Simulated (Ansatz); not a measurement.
Cost and result by functional for the surface energy of the (10-11) surface of hcp Sc in its 1x1 cell, outermost plane spacing 0.42 Å in the ideal cut, in Ansatz (plane waves, PAW). Single points on the PBE structure, on one kind of machine; costs are rough ratios of the slab run's core time (references not counted) to the cheapest single point. r2SCAN's cost holds its higher cutoff (500 against 420 eV). Differences are taken against r2SCAN for comparison alone: no measured value is at hand, so the table doesn't rank accuracy.

Set-up: 10 atoms, 10.5 Å thick at the start (thin: gaps and levels are the slab's own); mesh 12x7x1; 0.1 eV smearing; dipole correction on; all atoms relaxed; held to the part of the start's symmetry that mesh and held atoms allow; no spin, no spin-orbit, no U. These notes are the PBE run's.

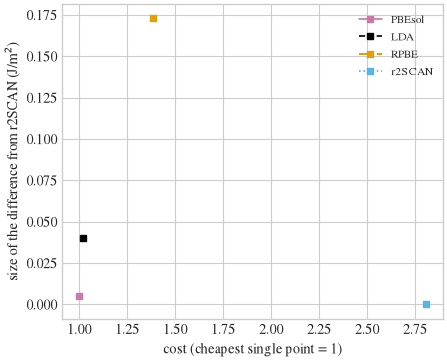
Fig. 1. Difference from r2SCAN against cost

```json
[
 {"functional": "PBEsol", "relative cost": "1", "surface energy (J/m²)": "1.32", "less r2SCAN (J/m²)": "0.01"},
 {"functional": "LDA", "relative cost": "1", "surface energy (J/m²)": "1.35", "less r2SCAN (J/m²)": "0.04"},
 {"functional": "RPBE", "relative cost": "1", "surface energy (J/m²)": "1.14", "less r2SCAN (J/m²)": "-0.17"},
 {"functional": "r2SCAN", "relative cost": "3", "surface energy (J/m²)": "1.31", "less r2SCAN (J/m²)": "0.00"},
 {"functional": "PBE (the relaxed run's value)", "relative cost": "–", "surface energy (J/m²)": "1.22", "less r2SCAN (J/m²)": "-0.09"}
]
```

The values span 0.21 J/m², while the single points' costs differ by a factor of roughly 3. Differences are of unrounded values.

Ansatz is a quantum-chemistry and plane-wave program.
